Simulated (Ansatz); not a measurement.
# C2H9NO2Sn: rotation by 120° about the C4–C5 bond, part 2 of 3

How high is the barrier for the rotation by 120° about the C4–C5 bond? Relax the two ends, then run a nudged elastic band between them. SMILES of the start: [NH2][SnH]([OH])[CH2]CO.

Ansatz 0.2.0; RKS B3LYP-D4/def2-SVP. Earlier steps stand in the parts before.

## 5. The log goes on: end point B relaxed

Output, continued:

```text
relax step  17: F+E_penalty+E_count = -13632.65238930 eV  Δ(F+E_penalty+E_count) = -1.254e-3 eV  max|allowed force component| = 4.216e-1 eV/Å  Δτ_max = 0.1125 Å  (30 SCF iters, accepted)
these checks for a lower state are left out or cut short: starts, cluster_reference, orbital_swaps, neighbouring_geometries, increment
1641 factors; integrals over basis functions are off by at most 3.8e-4 eV
mean field -13632.13050420 eV, -500.9715558393 hartree, gradient 1.1e-5 eV, S^2 0.000000; 0 other end points of the search recorded, 0 dependent functions left out
the calculation of the forces begins
reference -13632.13079420 eV, -500.9715664966 hartree; 33, 33 occupied and 108, 108 virtual orbitals, 1641 factors
relax step  18: F+E_penalty+E_count = -13632.66120113 eV  Δ(F+E_penalty+E_count) = -8.812e-3 eV  max|allowed force component| = 3.541e-1 eV/Å  Δτ_max = 0.1910 Å  (30 SCF iters, accepted)
these checks for a lower state are left out or cut short: starts, cluster_reference, orbital_swaps, neighbouring_geometries, increment
1641 factors; integrals over basis functions are off by at most 3.8e-4 eV
mean field -13632.13374543 eV, -500.9716749526 hartree, gradient 2.3e-5 eV, S^2 0.000000; 0 other end points of the search recorded, 0 dependent functions left out
the calculation of the forces begins
reference -13632.13403559 eV, -500.9716856156 hartree; 33, 33 occupied and 108, 108 virtual orbitals, 1641 factors
relax step  19: F+E_penalty+E_count = -13632.66476633 eV  Δ(F+E_penalty+E_count) = -3.565e-3 eV  max|allowed force component| = 2.827e-1 eV/Å  Δτ_max = 0.0174 Å  (32 SCF iters, accepted)
these checks for a lower state are left out or cut short: starts, cluster_reference, orbital_swaps, neighbouring_geometries, increment
1641 factors; integrals over basis functions are off by at most 4.3e-4 eV
mean field -13632.11884285 eV, -500.9711272928 hartree, gradient 2.5e-5 eV, S^2 0.000000; 0 other end points of the search recorded, 0 dependent functions left out
the calculation of the forces begins
reference -13632.11913303 eV, -500.9711379568 hartree; 33, 33 occupied and 108, 108 virtual orbitals, 1641 factors
relax step  20: F+E_penalty+E_count = -13632.64954251 eV  Δ(F+E_penalty+E_count) = +1.522e-2 eV  max|allowed force component| = 3.945e-1 eV/Å  Δτ_max = 0.1959 Å  (30 SCF iters, rejected (line search))
these checks for a lower state are left out or cut short: starts, cluster_reference, orbital_swaps, neighbouring_geometries, increment
1641 factors; integrals over basis functions are off by at most 3.9e-4 eV
mean field -13632.14800087 eV, -500.9721988301 hartree, gradient 1.0e-5 eV, S^2 0.000000; 0 other end points of the search recorded, 0 dependent functions left out
the calculation of the forces begins
reference -13632.14829136 eV, -500.9722095057 hartree; 33, 33 occupied and 108, 108 virtual orbitals, 1641 factors
relax step  21: F+E_penalty+E_count = -13632.67807359 eV  Δ(F+E_penalty+E_count) = -1.331e-2 eV  max|allowed force component| = 9.710e-2 eV/Å  Δτ_max = 0.0979 Å  (30 SCF iters, accepted)
these checks for a lower state are left out or cut short: starts, cluster_reference, orbital_swaps, neighbouring_geometries, increment
1641 factors; integrals over basis functions are off by at most 3.9e-4 eV
mean field evaluation 160: about -13632.1508 eV, gradient 9.4e-5 eV
mean field -13632.15083470 eV, -500.9723029716 hartree, gradient 2.6e-5 eV, S^2 0.000000; 0 other end points of the search recorded, 0 dependent functions left out
the calculation of the forces begins
reference -13632.15112480 eV, -500.9723136326 hartree; 33, 33 occupied and 108, 108 virtual orbitals, 1641 factors
relax step  22: F+E_penalty+E_count = -13632.68030036 eV  Δ(F+E_penalty+E_count) = -2.227e-3 eV  max|allowed force component| = 6.500e-2 eV/Å  Δτ_max = 0.1000 Å  (30 SCF iters, accepted)
these checks for a lower state are left out or cut short: starts, cluster_reference, orbital_swaps, neighbouring_geometries, increment
1641 factors; integrals over basis functions are off by at most 3.7e-4 eV
mean field -13632.15107162 eV, -500.9723116783 hartree, gradient 2.4e-5 eV, S^2 0.000000; 0 other end points of the search recorded, 0 dependent functions left out
the calculation of the forces begins
reference -13632.15136191 eV, -500.9723223460 hartree; 33, 33 occupied and 108, 108 virtual orbitals, 1641 factors
relax step  23: F+E_penalty+E_count = -13632.67909785 eV  Δ(F+E_penalty+E_count) = +1.203e-3 eV  max|allowed force component| = 1.862e-1 eV/Å  Δτ_max = 0.0729 Å  (30 SCF iters, rejected (line search))
these checks for a lower state are left out or cut short: starts, cluster_reference, orbital_swaps, neighbouring_geometries, increment
1641 factors; integrals over basis functions are off by at most 3.8e-4 eV
mean field -13632.15312770 eV, -500.9723872377 hartree, gradient 2.3e-5 eV, S^2 0.000000; 0 other end points of the search recorded, 0 dependent functions left out
the calculation of the forces begins
reference -13632.15341786 eV, -500.9723979007 hartree; 33, 33 occupied and 108, 108 virtual orbitals, 1641 factors
relax step  24: F+E_penalty+E_count = -13632.68210549 eV  Δ(F+E_penalty+E_count) = -1.805e-3 eV  max|allowed force component| = 6.420e-2 eV/Å  Δτ_max = 0.0353 Å  (31 SCF iters, accepted)
these checks for a lower state are left out or cut short: starts, cluster_reference, orbital_swaps, neighbouring_geometries, increment
1641 factors; integrals over basis functions are off by at most 3.5e-4 eV
mean field -13632.15469975 eV, -500.9724450095 hartree, gradient 2.3e-5 eV, S^2 0.000000; 0 other end points of the search recorded, 0 dependent functions left out
the calculation of the forces begins
reference -13632.15498965 eV, -500.9724556630 hartree; 33, 33 occupied and 108, 108 virtual orbitals, 1641 factors
relax step  25: F+E_penalty+E_count = -13632.68339231 eV  Δ(F+E_penalty+E_count) = -1.287e-3 eV  max|allowed force component| = 2.413e-2 eV/Å  Δτ_max = 0.0538 Å  (30 SCF iters, accepted)
these checks for a lower state are left out or cut short: starts, cluster_reference, orbital_swaps, neighbouring_geometries, increment
1641 factors; integrals over basis functions are off by at most 3.3e-4 eV
mean field -13632.15489984 eV, -500.9724523626 hartree, gradient 2.4e-5 eV, S^2 0.000000; 0 other end points of the search recorded, 0 dependent functions left out
the calculation of the forces begins
reference -13632.15518995 eV, -500.9724630241 hartree; 33, 33 occupied and 108, 108 virtual orbitals, 1641 factors
relax step  26: F+E_penalty+E_count = -13632.68355408 eV  Δ(F+E_penalty+E_count) = -1.618e-4 eV  max|allowed force component| = 1.559e-1 eV/Å  Δτ_max = 0.0672 Å  (30 SCF iters, accepted)
these checks for a lower state are left out or cut short: starts, cluster_reference, orbital_swaps, neighbouring_geometries, increment
1641 factors; integrals over basis functions are off by at most 3.3e-4 eV
mean field evaluation 192: about -13632.1110 eV, gradient 4.6e-1 eV
mean field -13632.15538195 eV, -500.9724700800 hartree, gradient 9.6e-6 eV, S^2 0.000000; 0 other end points of the search recorded, 0 dependent functions left out
the calculation of the forces begins
reference -13632.15567206 eV, -500.9724807412 hartree; 33, 33 occupied and 108, 108 virtual orbitals, 1641 factors
relax step  27: F+E_penalty+E_count = -13632.68410119 eV  Δ(F+E_penalty+E_count) = -5.471e-4 eV  max|allowed force component| = 6.644e-2 eV/Å  Δτ_max = 0.0071 Å  (25 SCF iters, accepted)
these checks for a lower state are left out or cut short: starts, cluster_reference, orbital_swaps, neighbouring_geometries, increment
1641 factors; integrals over basis functions are off by at most 3.2e-4 eV
mean field -13632.15546820 eV, -500.9724732496 hartree, gradient 2.3e-5 eV, S^2 0.000000; 0 other end points of the search recorded, 0 dependent functions left out
the calculation of the forces begins
reference -13632.15575827 eV, -500.9724839096 hartree; 33, 33 occupied and 108, 108 virtual orbitals, 1641 factors
relax step  28: F+E_penalty+E_count = -13632.68431602 eV  Δ(F+E_penalty+E_count) = -2.148e-4 eV  max|allowed force component| = 1.320e-2 eV/Å  Δτ_max = 0.0139 Å  (32 SCF iters, accepted)
1641 factors; integrals over basis functions are off by at most 3.2e-4 eV
mean field -13632.15546820 eV, -500.9724732496 hartree, gradient 2.3e-5 eV, S^2 0.000000; 1 other end points of the search recorded, 0 dependent functions left out
the calculation of the forces begins
reference -13632.15575827 eV, -500.9724839096 hartree; 33, 33 occupied and 108, 108 virtual orbitals, 1641 factors
Total energy: -13632.68460609 eV, -500.9919187083 hartree
Atom 0 at    -0.060225    -0.960573     1.917007 Å, force    -0.003332    -0.002934     0.006491 eV/Å
Atom 1 at     1.216001    -0.100124     0.545710 Å, force    -0.010918     0.009159    -0.008246 eV/Å
Atom 2 at     2.401664    -1.615587    -0.020437 Å, force     0.005472    -0.005687    -0.005863 eV/Å
Atom 3 at     0.286751     0.483845    -1.334725 Å, force     0.006358    -0.000597     0.009109 eV/Å
Atom 4 at    -1.121600     0.948467    -1.017645 Å, force    -0.003849     0.010110    -0.013201 eV/Å
Atom 5 at    -1.044790     1.746036     0.162842 Å, force     0.002336    -0.001912     0.001377 eV/Å
Atom 6 at    -0.424327    -1.852922     1.578883 Å, force     0.001846    -0.002343    -0.004036 eV/Å
Atom 7 at    -0.864093    -0.356162     2.092929 Å, force     0.001315     0.004746     0.001271 eV/Å
Atom 8 at     2.149714     1.101650     1.350632 Å, force     0.001619     0.000074     0.002811 eV/Å
Atom 9 at     2.929167    -1.957213     0.714151 Å, force     0.005294    -0.004142     0.004237 eV/Å
Atom 10 at     0.302702    -0.375305    -2.020731 Å, force     0.000677    -0.002648    -0.000743 eV/Å
Atom 11 at     0.890652     1.293006    -1.773404 Å, force    -0.001876    -0.000087    -0.000315 eV/Å
Atom 12 at    -1.554397     1.533432    -1.853684 Å, force    -0.000451    -0.004963     0.004442 eV/Å
Atom 13 at    -1.777504     0.070871    -0.853334 Å, force    -0.001764    -0.001123     0.001357 eV/Å
Atom 14 at    -1.926465     2.062100     0.398877 Å, force    -0.002725     0.002346     0.001310 eV/Å
Dipole moment:    -0.643865     0.279911    -0.139249 e Å
```

It took 3.2 min on 2 threads of Arm Neoverse V1, shared host; peak memory 0.43 GiB.

The steps of the relaxation:

```csv
step,energy from step 1 (eV),largest force component (eV/Å)
1,0.0000,3.1433
2,-0.3676,1.3217
3,-0.4350,1.1010
4,-0.4642,0.8000
5,-0.4894,0.1941
6,-0.4914,0.1966
7,-0.5085,0.1103
8,-0.5135,0.2267
9,-0.5216,0.1587
10,-0.5230,0.7651
11,-0.5379,0.5958
12,-0.5543,0.1223
13,-0.5652,0.3480
14,-0.5690,0.5465
15,-0.5755,0.3538
16,-0.5871,0.2312
17,-0.5884,0.4216
18,-0.5972,0.3541
19,-0.6008,0.2827
20x,-0.5855,0.3945
21,-0.6141,0.0971
22,-0.6163,0.0650
23x,-0.6151,0.1862
24,-0.6181,0.0642
25,-0.6194,0.0241
26,-0.6196,0.1559
27,-0.6201,0.0664
28,-0.6203,0.0132
```

Step 1 is the start. 2 steps were tried and not accepted (marked x).

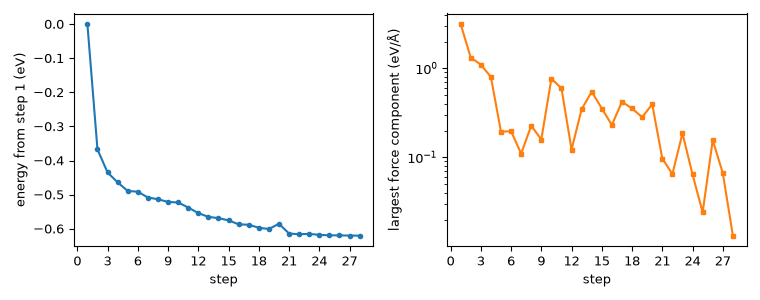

Energy and largest force along the relaxation.

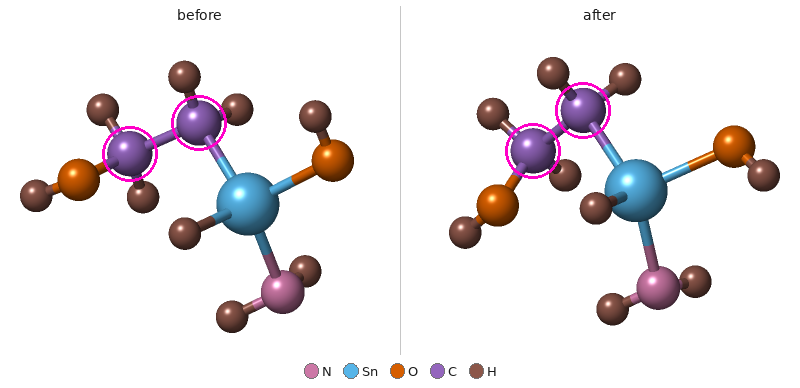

The structure before (left) and after (right), drawn at the same scale.

After: Bond lengths: N1–Sn2 2.061 Å, Sn2–O3 2.006 Å, Sn2–C4 2.177 Å, C4–C5 1.517 Å, C5–O6 1.427 Å, N1–H7 1.021 Å, N1–H8 1.021 Å, Sn2–H9 1.722 Å, O3–H10 0.967 Å, C4–H11 1.100 Å, C4–H12 1.101 Å, C5–H13 1.108 Å, C5–H14 1.108 Å, O6–H15 0.966 Å. Angles (14 of 23 angles, heavy atoms first): N1–Sn2–O3 103.8°, N1–Sn2–C4 115.0°, O3–Sn2–C4 102.2°, Sn2–C4–C5 107.3°, C4–C5–O6 107.1°, N1–Sn2–H9 108.4°, O3–Sn2–H9 109.8°, C4–Sn2–H9 116.6°, Sn2–N1–H7 111.4°, Sn2–N1–H8 110.8°, Sn2–O3–H10 112.0°, Sn2–C4–H11 108.8°, Sn2–C4–H12 107.9°, C5–C4–H11 112.5°.

## 6. Nudged elastic band

crystal.atoms is end A as relaxed above, and neb.final_atoms is end B, turned to lie on A. With 5 inner images the band has 7 in all.

input.yaml reads:

```yaml
crystal:
  periodic: [false, false, false]
  atoms:
    - { symbol: "N", position_ang: [-0.01795, -1.626677, 1.822963] }
    - { symbol: Sn, position_ang: [0.929044, -0.223828, 0.648805] }
    - { symbol: O, position_ang: [2.666543, -1.098086, 0.152558] }
    - { symbol: C, position_ang: [0.037238, 0.191268, -1.294132] }
    - { symbol: C, position_ang: [-1.072386, 1.201993, -1.072414] }
    - { symbol: O, position_ang: [-1.714943, 0.859268, 0.156575] }
    - { symbol: H, position_ang: [0.074454, -2.55657, 1.408375] }
    - { symbol: H, position_ang: [-1.019351, -1.426418, 1.868015] }
    - { symbol: H, position_ang: [1.247348, 1.176447, 1.606789] }
    - { symbol: H, position_ang: [3.203781, -1.297489, 0.931503] }
    - { symbol: H, position_ang: [-0.35298, -0.765985, -1.672972] }
    - { symbol: H, position_ang: [0.803916, 0.552982, -1.994452] }
    - { symbol: H, position_ang: [-0.645333, 2.222366, -1.015901] }
    - { symbol: H, position_ang: [-1.804165, 1.197174, -1.904794] }
    - { symbol: H, position_ang: [-2.357016, 1.542757, 0.388483] }
basis:
  gaussian: { orbitals: def2-SVP }
hamiltonian:
  xc: b3lyp
  dispersion: d4
neb:
  order_check: false
  images: 5
  f_tol: 0.03
  max_iterations: 46
  initial_path: idpp
  final_atoms:
    - { symbol: "N", position_ang: [-0.20492717, -1.41824357, 1.70020447] }
    - { symbol: Sn, position_ang: [1.07314214, -0.17777588, 0.66224516] }
    - { symbol: O, position_ang: [2.53288482, -1.40580707, 0.04253716] }
    - { symbol: C, position_ang: [0.28640616, 0.58699436, -1.21837551] }
    - { symbol: C, position_ang: [-1.20321389, 0.80117695, -1.03122907] }
    - { symbol: O, position_ang: [-1.38419202, 1.39124001, 0.25509832] }
    - { symbol: H, position_ang: [-0.38764463, -2.28095233, 1.18490575] }
    - { symbol: H, position_ang: [-1.1063528, -0.96380689, 1.85312307] }
    - { symbol: H, position_ang: [1.7145664, 0.9837201, 1.7592785] }
    - { symbol: H, position_ang: [3.01901719, -1.79368269, 0.78268248] }
    - { symbol: H, position_ang: [0.51141418, -0.13436854, -2.01712726] }
    - { symbol: H, position_ang: [0.80586461, 1.53117893, -1.44322131] }
    - { symbol: H, position_ang: [-1.62192036, 1.45636963, -1.82108092] }
    - { symbol: H, position_ang: [-1.73197393, -0.17044512, -1.09243593] }
    - { symbol: H, position_ang: [-2.3248707, 1.5436041, 0.41279608] }
```

Run with:

```bash
ansatz run input.yaml --threads 2 --pin off --max-ram 3072MiB --backend cpu --events-out ev --progress --plain --runs-dir out
```

Log (excerpt; [...] marks lines left out):

```text
Warning: RAYON_NUM_THREADS=2 ignored (pool sized by the plan → 2); use --threads N
[...]
[... 1 set-up line as earlier in the session ...]
[...]
1633 factors; integrals over basis functions are off by at most 5.0e-4 eV
[...]
mean field -13632.16051155 eV, -500.9726585893 hartree, gradient 3.7e-5 eV, S^2 0.000000; 0 other end points of the search recorded, 0 dependent functions left out
[...]
Atom 11 at     1.108261     0.957499    -1.687682 Å, force     0.000205    -0.001901     0.001010 eV/Å
Atom 12 at    -0.851856     2.231529    -1.475733 Å, force     0.000080    -0.000823    -0.003784 eV/Å
Atom 13 at    -1.837814     0.756202    -1.645415 Å, force     0.001804     0.000202    -0.005407 eV/Å
Atom 14 at    -2.046512     1.844317     0.474398 Å, force     0.000048    -0.000928     0.000911 eV/Å
Dipole moment:    -0.559593     0.458718    -0.252700 e Å
this run last wrote the band of iteration 8 to <dir>
```

It took 4.8 min on 2 threads of Arm Neoverse V1, shared host; peak memory 0.44 GiB.

## 7. The band, image by image

Images 0 and 6 are the ends. Energies count from image 0; the path length is the program's own measure over all atoms.

| image | path (Å) | energy (eV) | dihedral Sn2–C4–C5–O6 (°) | band force (eV/Å) |
| --- | --- | --- | --- | --- |
| 0 | 0.000 | 0.0000 | -38 | - |
| 1 | 0.550 | 0.0077 | -28 | 0.021 |
| 2 | 1.099 | 0.0293 | -14 | 0.023 |
| 3* | 1.649 | 0.0414 | 2 | 0.021 |
| 4 | 2.242 | 0.0275 | 18 | 0.020 |
| 5 | 2.836 | 0.0055 | 32 | 0.008 |
| 6 | 3.430 | -0.0032 | 42 | - |

The star marks the climbing image.

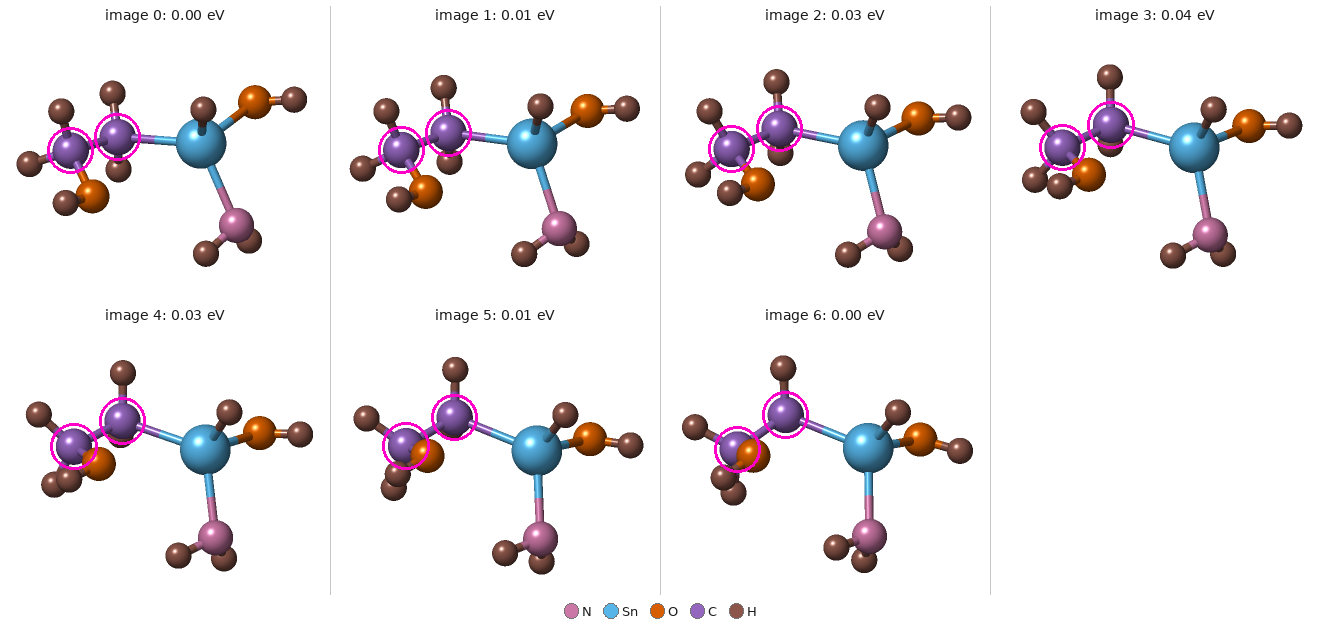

Snapshots along the band, viewed from a chosen angle. Ringed: C4, C5. Sticks join atoms closer than a bonding distance in each image.

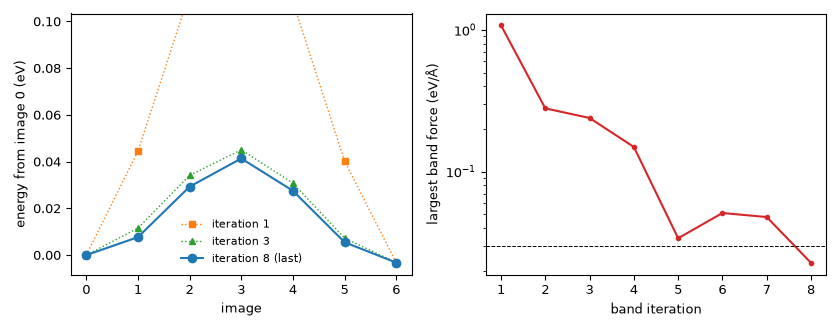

Left: energy of each image for early iterations and the last one (lines only join the points; early values far above the last band run off the scale). Right: the largest band force by iteration, with the threshold dashed.

The top of the band by iteration:

```csv
iteration,highest image above image 0 (eV),largest band force (eV/Å)
1,0.1392,1.077
2,0.0591,0.279
3,0.0451,0.239
4,0.0432,0.149
5,0.0419,0.034
6,0.0416,0.051
7,0.0415,0.048
8,0.0414,0.023
```

Positions of all images (Å):

```xyz
15
image=0 dE=0.0000
N    -0.018   -1.627    1.823
Sn    0.929   -0.224    0.649
O     2.667   -1.098    0.153
C     0.037    0.191   -1.294
C    -1.072    1.202   -1.072
O    -1.715    0.859    0.157
H     0.074   -2.557    1.408
H    -1.019   -1.426    1.868
H     1.247    1.176    1.607
H     3.204   -1.297    0.932
H    -0.353   -0.766   -1.673
H     0.804    0.553   -1.994
H    -0.645    2.222   -1.016
H    -1.804    1.197   -1.905
H    -2.357    1.543    0.388
15
image=1 dE=0.0077
N    -0.190   -1.545    1.795
Sn    0.935   -0.240    0.667
O     2.569   -1.302    0.177
C     0.115    0.257   -1.291
C    -1.053    1.204   -1.073
O    -1.602    0.920    0.219
H    -0.039   -2.504    1.477
H    -1.181   -1.340    1.656
H     1.416    1.102    1.640
H     3.108   -1.518    0.950
H    -0.199   -0.699   -1.738
H     0.896    0.692   -1.930
H    -0.705    2.253   -1.117
H    -1.832    1.080   -1.850
H    -2.260    1.589    0.450
15
image=2 dE=0.0293
N    -0.316   -1.525    1.764
Sn    0.923   -0.278    0.690
O     2.466   -1.463    0.183
C     0.197    0.320   -1.279
C    -1.029    1.203   -1.084
O    -1.462    1.063    0.275
H    -0.220   -2.487    1.431
H    -1.287   -1.251    1.608
H     1.511    0.982    1.710
H     2.995   -1.719    0.952
H    -0.026   -0.613   -1.815
H     1.006    0.832   -1.819
H    -0.781    2.260   -1.294
H    -1.849    0.913   -1.769
H    -2.149    1.712    0.476
15
image=3 dE=0.0414
N    -0.436   -1.516    1.728
Sn    0.903   -0.333    0.704
O     2.361   -1.620    0.189
C     0.276    0.378   -1.262
C    -0.993    1.205   -1.090
O    -1.302    1.251    0.310
H    -0.405   -2.473    1.372
H    -1.386   -1.171    1.585
H     1.571    0.845    1.767
H     2.886   -1.894    0.953
H     0.131   -0.511   -1.893
H     1.108    0.957   -1.688
H    -0.852    2.232   -1.476
H    -1.838    0.756   -1.645
H    -2.047    1.844    0.474
15
image=4 dE=0.0275
N    -0.550   -1.500    1.679
Sn    0.890   -0.390    0.711
O     2.260   -1.767    0.193
C     0.360    0.434   -1.238
C    -0.950    1.194   -1.086
O    -1.136    1.460    0.309
H    -0.614   -2.435    1.272
H    -1.469   -1.065    1.586
H     1.615    0.706    1.823
H     2.762   -2.080    0.957
H     0.293   -0.396   -1.956
H     1.192    1.083   -1.548
H    -0.933    2.146   -1.651
H    -1.794    0.594   -1.474
H    -1.948    1.964    0.452
15
image=5 dE=0.0055
N    -0.644   -1.459    1.624
Sn    0.901   -0.439    0.717
O     2.173   -1.898    0.182
C     0.446    0.485   -1.203
C    -0.906    1.165   -1.074
O    -1.025    1.618    0.276
H    -0.848   -2.329    1.129
H    -1.502   -0.905    1.629
H     1.664    0.569    1.885
H     2.600   -2.303    0.949
H     0.460   -0.288   -1.984
H     1.252    1.205   -1.414
H    -1.002    2.018   -1.774
H    -1.715    0.448   -1.314
H    -1.874    2.062    0.403
15
image=6 dE=-0.0032
N    -0.626   -1.365    1.640
Sn    0.959   -0.410    0.732
O     2.171   -1.911    0.183
C     0.496    0.529   -1.177
C    -0.925    1.051   -1.091
O    -1.076    1.649    0.196
H    -0.946   -2.163    1.088
H    -1.421   -0.732    1.741
H     1.745    0.575    1.905
H     2.508   -2.402    0.945
H     0.624   -0.214   -1.978
H     1.217    1.344   -1.337
H    -1.136    1.790   -1.890
H    -1.640    0.214   -1.218
H    -1.973    1.995    0.290
```

(Part 2 of 3 ends here.)
